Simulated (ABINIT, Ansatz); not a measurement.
## Quasiparticle gap of CuI (Marshite) in ABINIT

How does a plane-wave GW calculation on CuI (Marshite) run from the first input to the gap?

Calculated with ABINIT 10.8.3; PBE and many-body steps on it, plane waves.

The database entry behind the starting cell differs from later determinations by our own check (about 0.15 % long (mineral sample)), so it need not match the best structure at ambient conditions.

In doubt: a PseudoDojo file used here is known to give poor structures and forces, which bears on pressures, cells, forces and phonons.

### 1. Starting point

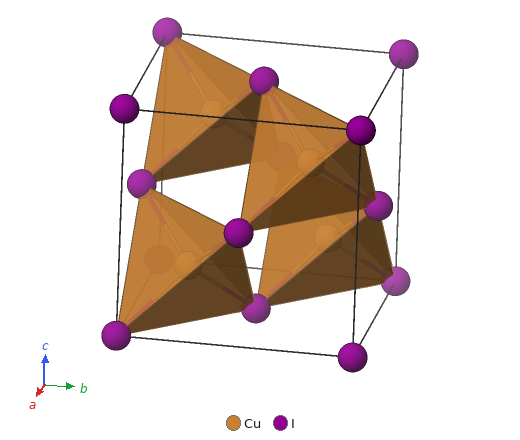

The starting structure, seen slightly off an axis (copper orange, iodine purple). This picture shows the conventional cell, with its axes. Bonds to atoms that aren't drawn are left out. Some periodic images of atoms are drawn too.

The cell and positions come from the Crystallography Open Database and are kept as given unless a step says otherwise. Spin-orbit coupling is left out unless a step names it.

### 2. Ground state

This step: ABINIT 10.8.3; DFT, PBE, plane waves, norm-conserving pseudopotentials.

The ground-state density comes first.

Contents of run.abi:

```
acell 3*1.0 Angstrom
rprim 
  0.000000000000 3.031500000000 3.031500000000
  3.031500000000 -0.000000000000 3.031500000000
  3.031500000000 3.031500000000 0.000000000000
ntypat 2
znucl 29 53
natom 2
typat 1 2
xred 
  0.250000000000 0.250000000000 0.250000000000
  0.000000000000 0.000000000000 0.000000000000
pp_dirpath "pseudos"
pseudos "Cu.upf, I.upf"
ecut 42
ngkpt 6 6 6
nshiftk 1
shiftk 0 0 0
kptopt 1
chksymbreak 0
nband 18
occopt 1
tolvrs 1e-10
nstep 60
prtwf 0
optforces 0
optstress 0
indata_prefix "in"
outdata_prefix "out"
tmpdata_prefix "tmp"
```

On the command line:

```
OMP_NUM_THREADS=1 mpirun -n 8 abinit run.abi > log
```

Numbers of over 12 decimals in the logs are rounded to 6 here.

What it wrote:

```text
.Version 10.8.3 of ABINIT. v10.8.2 released Aug 2026.

 Symmetries : space group F-4 3 m (#216); Bravais cF (face-center cubic)
================================================================================
 Values of the parameters that define the memory need of the present run
     intxc =       0    ionmov =       0      iscf =       7    lmnmax =       6
     lnmax =       6     mgfft =      48  mpssoang =       3    mqgrid =    3001
     natom =       2  nloc_mem =       1    nspden =       1   nspinor =       1
    nsppol =       1      nsym =      24    n1xccc =    2501    ntypat =       2
    occopt =       1   xclevel =       2
-    mband =          18        mffmem =           1         mkmem =           2
       mpw =        4897          nfft =      110592          nkpt =          16
================================================================================
  Rough estimation (10% accuracy) of disk space for files :
================================================================================

--------------------------------------------------------------------------------
------------- Echo of variables that govern the present computation ------------
--------------------------------------------------------------------------------
 -outvars: echo values of preprocessed input variables --------
            acell      1.8897261259E+00  1.8897261259E+00  1.8897261259E+00 Bohr

      chksymbreak           0
             ecut      4.20000000E+01 Hartree
-          fftalg         312

              ixc     -101130
              kpt      0.00000000E+00  0.00000000E+00  0.00000000E+00
                       1.66666667E-01  0.00000000E+00  0.00000000E+00
                       3.33333333E-01  0.00000000E+00  0.00000000E+00
                       5.00000000E-01  0.00000000E+00  0.00000000E+00
                       1.66666667E-01  1.66666667E-01  0.00000000E+00
                       3.33333333E-01  1.66666667E-01  0.00000000E+00
                       5.00000000E-01  1.66666667E-01  0.00000000E+00
                      -3.33333333E-01  1.66666667E-01  0.00000000E+00
                      -1.66666667E-01  1.66666667E-01  0.00000000E+00
   [... 5 further rows ...]
                      -3.33333333E-01  3.33333333E-01  1.66666667E-01
                      -3.33333333E-01  5.00000000E-01  1.66666667E-01
         kptrlatt        6    0    0      0    6    0      0    0    6
          kptrlen      4.86096717E+01
P           mkmem           2
            natom           2
            nband          18
            ngfft          48      48      48
             nkpt          16
            nstep          60
             nsym          24
           ntypat           2
              occ      2.000000  2.000000  2.000000  2.000000  2.000000  2.000000
                       2.000000  2.000000  2.000000  2.000000  2.000000  2.000000
                       2.000000  0.000000  0.000000  0.000000  0.000000  0.000000
        optforces           0
        optstress           0
            prtwf           0
            rprim      0.0000000000E+00  3.0315000000E+00  3.0315000000E+00
[...]
spgroup         216

           tolvrs      1.00000000E-10

             xred      2.5000000000E-01  2.5000000000E-01  2.5000000000E-01
[...]
znucl       29.00000   53.00000

================================================================================

 chkinp: Checking input parameters for consistency.

================================================================================
== DATASET  1 ==================================================================
-   mpi_nproc: 8, omp_nthreads: 1 (-1 if OMP is not activated)

--- !DatasetInfo
iteration_state: {dtset: 1, }
dimensions: {natom: 2, nkpt: 16, mband: 18, nsppol: 1, nspinor: 1, nspden: 1, mpw: 4897, }
cutoff_energies: {ecut:  42.0, pawecutdg:  -1.0, }
electrons: {nelect:   2.60000000E+01, charge:   0.00000000E+00, occopt:   1.00000000E+00, tsmear:   1.00000000E-02, }

 Real(R)+Recip(G) space primitive vectors, cartesian coordinates (Bohr,Bohr^-1):
 R(1)=  0.0000000  5.7287048  5.7287048  G(1)= -0.0872798  0.0872798  0.0872798
 R(2)=  5.7287048  0.0000000  5.7287048  G(2)=  0.0872798 -0.0872798  0.0872798
 R(3)=  5.7287048  5.7287048  0.0000000  G(3)=  0.0872798  0.0872798 -0.0872798
 Unit cell volume ucvol=  3.7600993E+02 bohr^3
 Angles (23,13,12)=  6.00000000E+01  6.00000000E+01  6.00000000E+01 degrees

 getcut: wavevector=  0.0000  0.0000  0.0000  ngfft=  48  48  48
         ecut(hartree)=     42.000   => boxcut(ratio)=   2.03086

--- Pseudopotential description ------------------------------------------------
- Cu Generated using ONCVPSP code by D. R. Hamann
- 29.00000  19.00000  171031                  znucl, zion, pspdat
12 -101130 2 -1 1492                          pspcod,pspxc,lmax,lloc,mmax
     nproj     2     2     2
  pspatm : epsatm=   21.66068635
         --- l  ekb(1:nproj) -->
[...]
pspatm: atomic psp has been read  and splines computed

- I Generated using ONCVPSP code by D. R. Hamann
- 53.00000   7.00000  171031                  znucl, zion, pspdat
12 -101130 2 -1 1196                          pspcod,pspxc,lmax,lloc,mmax
     nproj     2     2     2
  pspatm : epsatm=   19.17056757
         --- l  ekb(1:nproj) -->
[...]
2    4.134838    0.711910
 pspatm: atomic psp has been read  and splines computed

   1.06161260E+03                                ecore*ucvol(ha*bohr**3)
--------------------------------------------------------------------------------

_setup2: Arith. and geom. avg. npw (full set) are    4887.671    4887.663

================================================================================

--- !BeginCycle
iteration_state: {dtset: 1, }
solver: {iscf: 7, nstep: 60, nline: 4, wfoptalg: 0, }
tolerances: {tolvrs: 1.00E-10, }

     iter   Etot(hartree)      deltaE(h)  residm     vres2
 ETOT  1  -198.49932499269    -1.985E+02 2.197E-01 1.428E+04
 ETOT  2  -198.62838877951    -1.291E-01 1.416E-01 2.812E+04
 ETOT  3  -201.85821648741    -3.230E+00 3.329E-02 5.168E+03
 ETOT  4  -202.28168608485    -4.235E-01 1.171E-01 1.994E+03
 ETOT  5  -202.45053120802    -1.688E-01 2.533E-03 7.482E+02
 ETOT  6  -202.51508045913    -6.455E-02 6.536E-04 2.857E+02
 ETOT  7  -202.55301032748    -3.793E-02 6.418E-04 3.088E+01
 ETOT  8  -202.55456500006    -1.555E-03 1.987E-01 1.990E+01
 ETOT  9  -202.55759561681    -3.031E-03 1.776E-02 4.280E-01
 ETOT 10  -202.55765731972    -6.170E-05 1.450E-04 3.819E-03
 ETOT 11  -202.55765777924    -4.595E-07 1.649E-05 1.349E-03
 ETOT 12  -202.55765802563    -2.464E-07 3.672E-06 7.583E-06
 ETOT 13  -202.55765802693    -1.297E-09 3.106E-07 5.036E-07
 ETOT 14  -202.55765802699    -6.722E-11 5.726E-07 2.429E-07
 ETOT 15  -202.55765802704    -4.806E-11 4.875E-08 1.304E-10
 ETOT 16  -202.55765802703     1.427E-11 9.699E-08 2.870E-11

 At SCF step   16       vres2   =  2.87E-11 < tolvrs=  1.00E-10 =>converged.

--- !ResultsGS
iteration_state: {dtset: 1, }
comment   : Summary of ground state results
lattice_vectors:
- [  0.0000000,   5.7287048,   5.7287048, ]
- [  5.7287048,  -0.0000000,   5.7287048, ]
- [  5.7287048,   5.7287048,   0.0000000, ]
lattice_lengths: [   8.10161,    8.10161,    8.10161, ]
lattice_angles: [ 60.000,  60.000,  60.000, ] # degrees, (23, 13, 12)
lattice_volume:   3.7600993E+02
convergence: {deltae:  1.427E-11, res2:  2.870E-11, residm:  9.699E-08, diffor:  0.000E+00, }
etotal    :  -2.02557658E+02
entropy   :   0.00000000E+00
fermie    :   1.43174079E-01
cartesian_stress_tensor: null
pressure_GPa: null
xred      :
- [  2.5000E-01,   2.5000E-01,   2.5000E-01, Cu]
- [  0.0000E+00,   0.0000E+00,   0.0000E+00,  I]
cartesian_forces: null
force_length_stats: {min: null, max: null, mean: null, }

 Integrated electronic density in atomic spheres:
 ------------------------------------------------
 Atom  Sphere_radius  Integrated_density
    1        2.00000         17.36540554
    2        2.00000          2.86755521
================================================================================

 ----iterations are completed or convergence reached----

 Mean square residual over all n,k,spin=   33.817E-11; max=  96.988E-09
 reduced coordinates (array xred) for    2 atoms
       0.250000000000      0.250000000000      0.250000000000
       0.000000000000      0.000000000000      0.000000000000
 rms dE/dt=  0.0000E+00; max dE/dt=  0.0000E+00; dE/dt below (all hartree)
    1       0.000000000000      0.000000000000      0.000000000000
    2       0.000000000000      0.000000000000      0.000000000000

 cartesian coordinates (angstrom) at end:
    1      1.515750     1.515750     1.515750
    2      0.000000     0.000000     0.000000
 length scales=  1.889726125908  1.889726125908  1.889726125908 bohr
              =  1.000000000000  1.000000000000  1.000000000000 angstroms
 prteigrs : about to open file out_EIG
 Fermi (or HOMO) energy (hartree) =   0.14317   Average Vxc (hartree)=  -0.33457
 Eigenvalues (hartree) for nkpt=  16  k points:
 kpt#   1, nband= 18, wtk=  0.00463, kpt=  0.0000  0.0000  0.0000 (reduced coord)
  -3.95427   -2.38976   -2.38976   -2.38976   -0.37361    0.00854    0.00854    0.00854
   0.07568    0.07568    0.14317    0.14317    0.14317    0.18334    0.32176    0.32176
   0.32176    0.44822
 prteigrs : prtvol=0 or 1, do not print more k-points.

--- !EnergyTerms
iteration_state     : {dtset: 1, }
comment             : Components of total free energy in Hartree
kinetic             :  9.06607846831494E+01
hartree             :  9.19220282932256E+01
xc                  : -2.73488817867739E+01
Ewald energy        : -9.13430046365284E+01
psp_core            :  2.82336320036765E+00
local_psp           : -2.37541212098357E+02
non_local_psp       : -3.17307356821112E+01
total_energy        : -2.02557658027028E+02
total_energy_eV     : -5.51187466965479E+03
band_energy         : -2.21464848611041E+01

== END DATASET(S) ==============================================================
================================================================================

 -outvars: echo values of variables after computation  --------
           etotal     -2.0255765803E+02
            nband          18
             nkpt          16
          spgroup         216
 [... the other variables as echoed above ...]

 Calculation completed.
```

It took 12 s on 8 MPI ranks of Arm Neoverse V1, shared host; peak memory 0.65 GiB.

Numbers from this step:

```yaml
total_energy: -5511.8747 eV
gap: 1.093 eV
k_of_the_valence_top: 0, 0, 0
k_of_the_conduction_bottom: 0, 0, 0
least_direct_gap: 1.093 eV
```

The gap is direct, at Γ.

[end of part 1 of 3]

[Paths, hosts, dates, memory and timing lines, banners, echoed tables and standing remarks are left out of the program output.]

[Logs are printed without paths, hosts, clocks, repeated set-up lines and the standing remarks that a program may print on its own settings, such as how far it seeks lower states.]

[Runs of the session that timed out or met a known fault of the program may be left out.]

[Hosts, paths, dates, database ids (printed as entryN), source tags and the programs' standing remarks are cut or masked in the printed files.]

[G0W0 gaps are taken among the corrected bands and points alone; a level outside them can change the order at an edge.]

[Where Ansatz stands beside ABINIT at settings called matched, ABINIT's density can come from a denser mesh and the files from another edition; pairs whose starting gaps differed by over 0.03 eV were left out, so agreement reads better than it is.]
